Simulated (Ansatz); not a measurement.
GeH$_{7}$NSi

Input file:

```
crystal:
  periodic: [false, false, false]
  atoms:
    - { symbol: Si, position_ang: [-1.0546, 0.4122, -0.8634] }
    - { symbol: "N", position_ang: [0.6049, -0.0622, -0.7908] }
    - { symbol: Ge, position_ang: [0.8871, -0.6409, 0.9405] }
    - { symbol: H, position_ang: [-1.9066, -0.6782, -0.5968] }
    - { symbol: H, position_ang: [-1.3888, 0.9594, -2.2417] }
    - { symbol: H, position_ang: [-1.3514, 1.5398, 0.1055] }
    - { symbol: H, position_ang: [1.2164, 0.7995, -0.9254] }
    - { symbol: H, position_ang: [0.0473, -1.8399, 1.2612] }
    - { symbol: H, position_ang: [0.6224, 0.523, 1.9936] }
    - { symbol: H, position_ang: [2.4064, -1.0638, 1.1201] }
basis:
  gaussian: { orbitals: def2-SVP }
hamiltonian:
  xc: b3lyp
  dispersion: d4
relax:
  f_tol: 0.02
  max_steps: 50
output:
  orbitals: {}
```

Run with:

```sh
ansatz run input.yaml --threads 2 --pin off --max-ram 3072MiB --backend cpu --events-out ev --progress --plain --runs-dir out
```

The fields are those of the run's last geometry, not of the input's.

Computed with Ansatz 0.2.0, RKS B3LYP-D4/def2-SVP.

### What will maps of the electron density and electron localisation function show?

Si–N (1.74 Å): the density is about 1 e/Å³ at the midpoint; the ELF peaks at about 0.90 between the atoms: a shared but strongly polarised pair.
Ge–N (1.85 Å): ρ is about 0.91 e/Å³ halfway; the ELF peaks at about 0.85 in the valence shell of N, 0.6 Å from its nucleus, and is about 0.45 at the midpoint.
N–H (1.02 Å): ρ is about 2.7 e/Å³ halfway; the ELF climbs to about 1 towards the hydrogen, as it does in any bond to H: a covalent bond by its length.

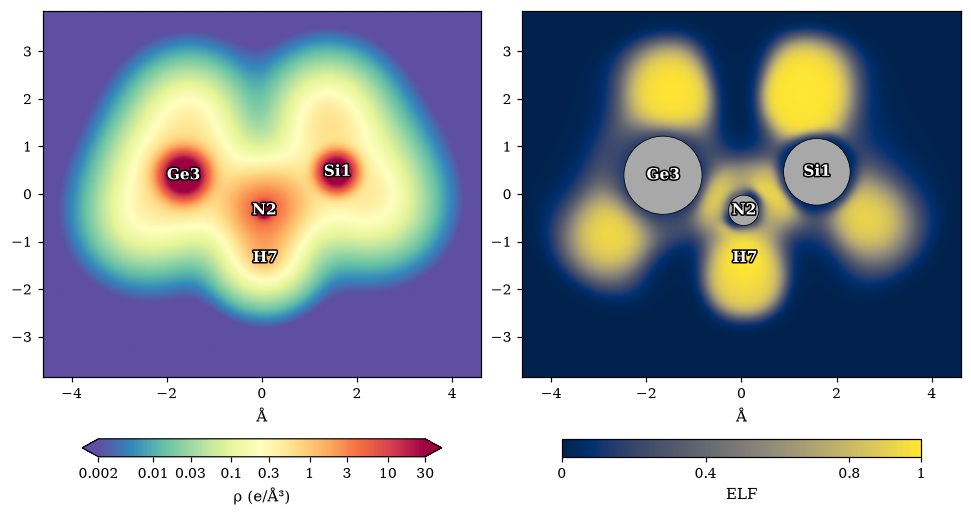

Computed electron density and electron localisation function on the plane of atoms Si1, N2 and Ge3, in this order. Grey discs cover the atomic cores in the ELF map. 
